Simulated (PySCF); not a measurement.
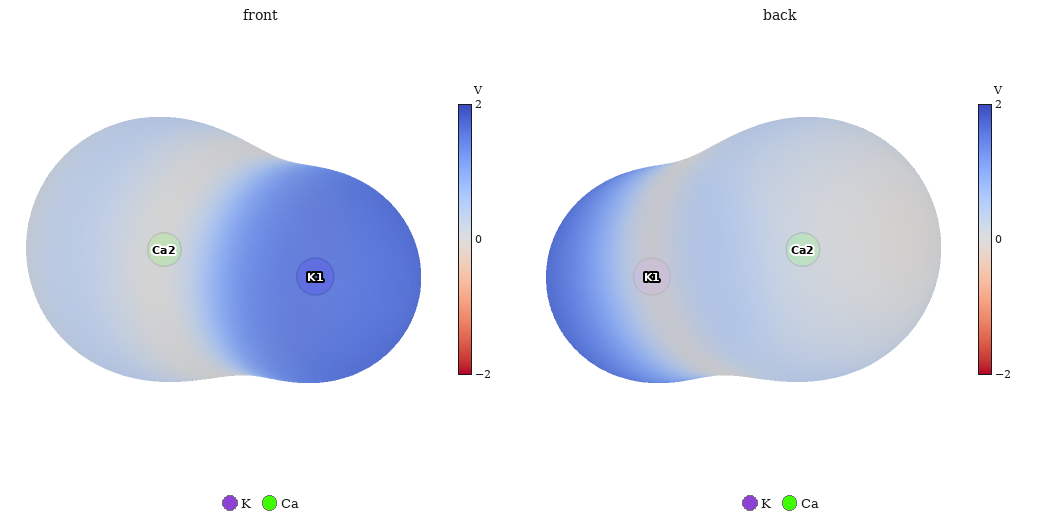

*KCa (doublet). The electrostatic potential painted on the density surface at 0.001 e/bohr³, seen from the front and from behind; the colour scale runs from red (negative) to blue (positive).*

Method: PBE0/x2c-SVPall, spin-free X2C-1e, Gaussian nucleus, at a bond length of 4.265 Å (PySCF).

```xyz
2

K     0.0000    0.0000   -2.1595
Ca    0.0000    0.0000    2.1055
```

> Where is the surface potential most negative and most positive?

The most negative region (about −0.1 V) lies over Ca2, the most positive (about +1.6 V) over K1.
